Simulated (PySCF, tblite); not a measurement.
**C3H5N3OSi: geometry, infrared bands and NMR shifts**

Wanted: the infrared bands and NMR shifts of C3H5N3OSi (`O=Cc1[nH]nnc1[SiH3]`), by calculation.

Programs: tblite 0.8.0 and PySCF 2.14.0, with density-fitted response routines of our own. Each step states its level of theory. These are calculated values for one molecule in the gas phase, unless marked as measured. Atoms count from 0, in the outputs and in this text.

### 1 Starting geometry

13 atoms, charge 0, multiplicity 1; geometry from: force field or distance geometry start.

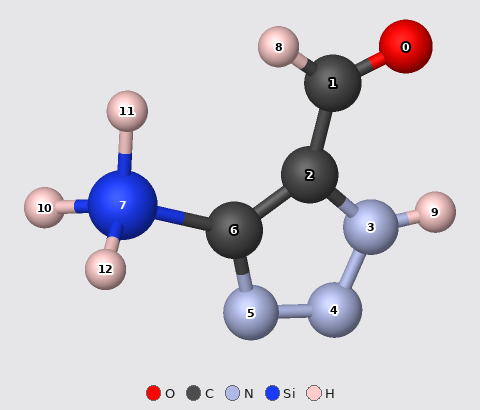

As it starts; oxygen red, carbon dark grey, nitrogen light blue, silicon blue, hydrogen pink, atoms numbered; sticks join atoms by distance.

### 2 Geometry optimisation with GFN2-xTB

The job: settings as JSON, then the geometry in Å.

```
{"job": {"kind": "relax", "xc": "GFN2-xTB", "basis": "xTB"}, "charge": 0, "multiplicity": 1}
O     -1.923400     2.068600    -0.928600
C     -0.876000     1.532900    -0.643900
C     -0.781000     0.183300    -0.138500
N     -1.894500    -0.594900     0.033600
N     -1.566500    -1.816100     0.517700
N     -0.252400    -1.846900     0.640100
C      0.250500    -0.629600     0.246100
Si     2.080700    -0.248400     0.284400
H      0.082600     2.075600    -0.744800
H     -2.872900    -0.379400    -0.123900
H      2.630400    -0.330600     1.652600
H      2.281100     1.135600    -0.201900
H      2.837000    -1.149500    -0.610500
```

Command:

```console
$ OMP_NUM_THREADS=1 python probes_run.py task.json out
```

One launch serves the whole session: the jobs run in the order shown.

**Question.** This job is followed by: GFN2-xTB harmonic vibrations, gas phase; GIAO PBE0/pcSseg-1 NMR shielding, non-relativistic, gas phase. Predict these results of the whole session: strongest single infrared mode (GFN2-xTB); zero-point energy (GFN2-xTB); 13C shifts against TMS (PBE0/pcSseg-1); 1H shifts against TMS (PBE0/pcSseg-1, means over atoms taken as alike); 17O shifts against H2O (PBE0/pcSseg-1); 15N shifts against NH3 (PBE0/pcSseg-1); 29Si shifts against TMS (PBE0/pcSseg-1).

The runs gave:

```
                                                              quantity                    value
                             strongest single infrared mode (GFN2-xTB)    1726 cm⁻¹, 447 km/mol
                                          zero-point energy (GFN2-xTB)            50.0 kcal/mol
                                13C shifts against TMS (PBE0/pcSseg-1)  184.1, 148.7, 146.9 ppm
1H shifts against TMS (PBE0/pcSseg-1, means over atoms taken as alike)   11.99, 10.39, 4.73 ppm
                                17O shifts against H2O (PBE0/pcSseg-1)                660.2 ppm
                                15N shifts against NH3 (PBE0/pcSseg-1)  414.8, 404.9, 252.7 ppm
                               29Si shifts against TMS (PBE0/pcSseg-1)                -89.0 ppm
```

In words: The optimisation took 35 steps and gained 0.163 eV; among the close pairs (by a distance rule), N4–N5 changed most, from 1.320 to 1.279 Å. The lowest mode is imaginary (51i cm⁻¹), so the xTB geometry is not a minimum. The strongest single mode, at 1726 cm⁻¹, moves mainly C1 and O0. GFN2-xTB is a fitted tight-binding method: band positions and strengths are rough. Its intensities can rank the bands wrongly. The most deshielded carbon is C1 (aldehyde carbonyl carbon), at 184.1 ppm: low-lying n→π* states of the double bond to the heteroatom give a large paramagnetic term (-243 ppm). At PBE0/pcSseg-1: Shielding is most anisotropic at O0 (span 1366 ppm, paramagnetic term -720 ppm). NICS(1)zz of -33 ppm above the planar ring from C2 marks a diatropic (aromatic) ring current.
